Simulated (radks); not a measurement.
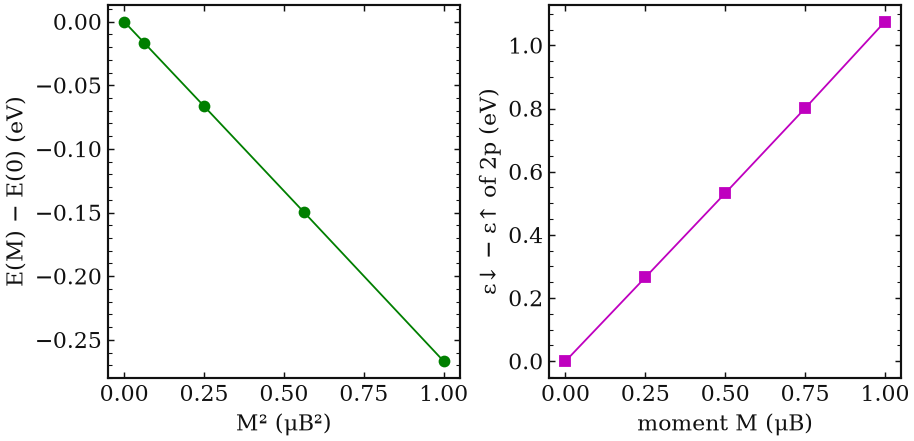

For B in [He] 2s2 2p1, the spin moment of the 2p shell is fixed at a series of values. Level of theory: scalar-relativistic Kohn-Sham, PBE, spin-polarised, spherical densities, finite nucleus. Computed with the in-house radial solver radks. The plot shows the energy and the exchange splitting.

What is the spin-polarisation energy, and which exchange integral follows?

The energy falls with the moment, to −0.267 eV at M = 1 μB, the largest moment run; with one electron or hole in the shell the exact energy would hardly depend on M, so most of the fall is the functional's fractional-spin error. A fit E = −I M²/4 gives an exchange integral I of about 1.1 eV, and the exchange splitting grows nearly in proportion to M, to 1.08 eV (1.1 eV per μB).
